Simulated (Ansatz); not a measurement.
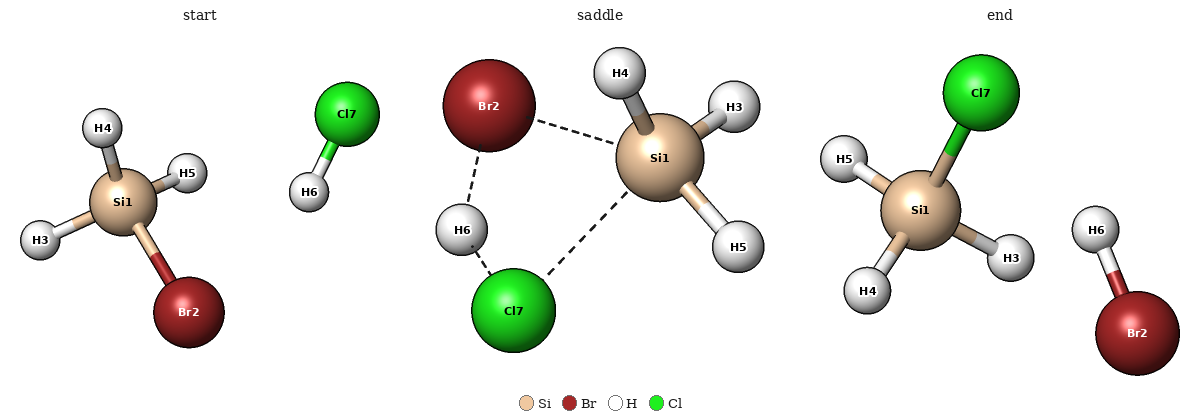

One elementary step of SiH₄BrCl: start, first-order saddle point (changing pairs dashed) and end. Electronic energies at PBE0-D4/def2-TZVP geometries, energies in def2-TZVPP, the Ansatz code 0.2.0; cores frozen in correlated methods, no zero-point terms. Start and end are the structures at the ends of the path (complexes, where there are several molecules). On heavy atoms the filled d shell below the valence is correlated. Lines between the levels only guide the eye.

In the step Si1–Cl7 (3.94 → 2.44 → 2.07 Å) and Br2–H6 (2.58 → 1.75 → 1.43 Å) form; Si1–Br2 (2.24 → 2.62 → 4.10 Å) and H6–Cl7 (1.29 → 1.48 → 2.52 Å) break (lengths at start, saddle and end; changes of bond order aren't listed).

Question: Is the step uphill or downhill with PBE-QIDH?

Answer: Uphill by 0.2 kcal/mol in electronic energy, over a barrier of 37.1 kcal/mol.

Question: What are the heights of saddle and end over the start, in kcal/mol? Levels: PBE-QIDH and CAM-B3LYP-D4.

Answer:
```tsv
level	barrier	reverse barrier	step energy
PBE-QIDH	37.1	37.0	0.2
CAM-B3LYP-D4	38.4	39.1	−0.7
```

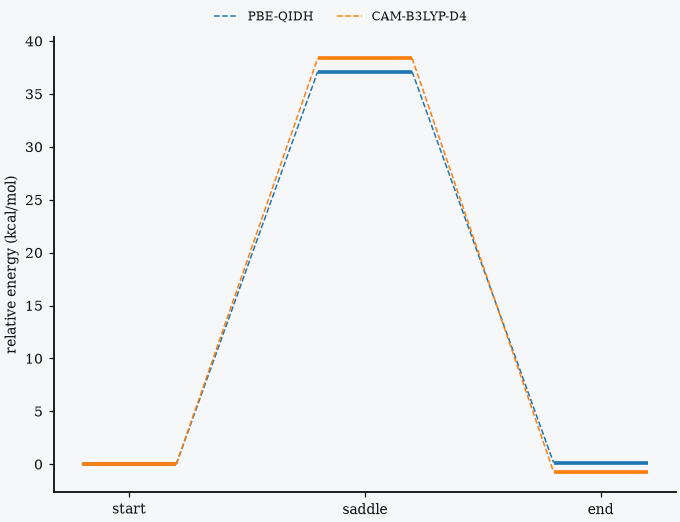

Limits of at least one run: no scalar relativity up to krypton.
